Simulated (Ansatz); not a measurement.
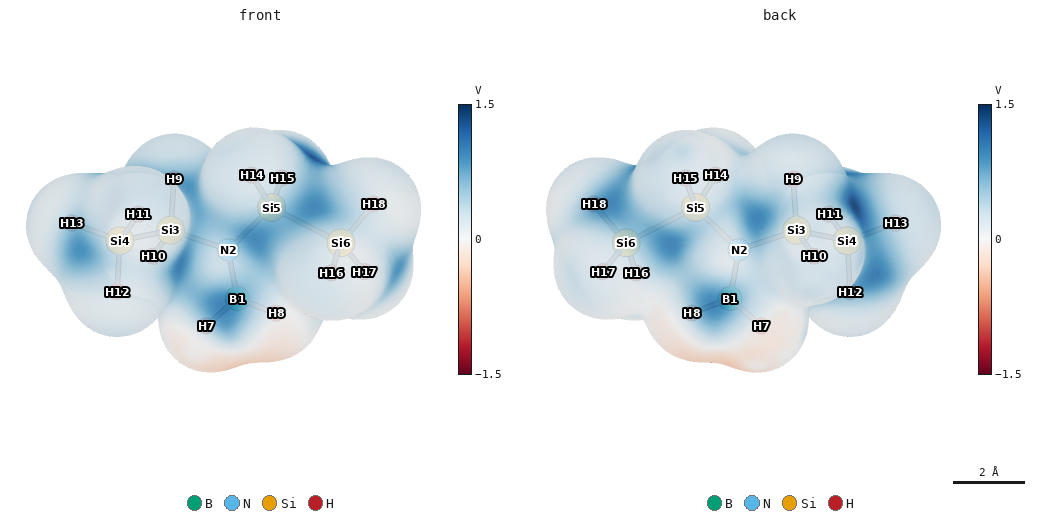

The picture shows: BH₁₂NSi₄. The molecular electrostatic potential painted on the density surface at 0.002 e/bohr³, seen from the front and from behind; red is negative and blue positive.

Geometry: PBE0-D4/def2-TZVP.

Theory: Ansatz, RKS PBE0-D4/def2-TZVPP.

```xyz
18

B     0.2882   -0.0757   -1.6618
N    -0.4051   -0.1550   -0.4418
Si   -0.8183   -1.7498    0.1894
Si    1.0668   -2.7633    1.1367
Si   -0.8354    1.2712    0.4937
Si    0.1006    3.2185   -0.4018
H     0.5675   -1.0838   -2.2527
H     0.6034    0.9908   -2.1142
H    -1.8637   -1.5506    1.2324
H    -1.3899   -2.5834   -0.8997
H     1.6048   -1.9002    2.2229
H     2.1214   -2.9420    0.1028
H     0.7156   -4.0928    1.7061
H    -0.3582    1.0709    1.8920
H    -2.3193    1.3848    0.5612
H     1.5804    3.1093   -0.4880
H    -0.4533    3.5256   -1.7458
H    -0.2431    4.3368    0.5205
```

Describe the electrostatic potential map.

The most negative region (about −0.3 V, or −7 kcal/mol for a unit charge) lies over H7 and H8, the most positive (about +1.2 V, or +28 kcal/mol for a unit charge) over Si3 and Si5.
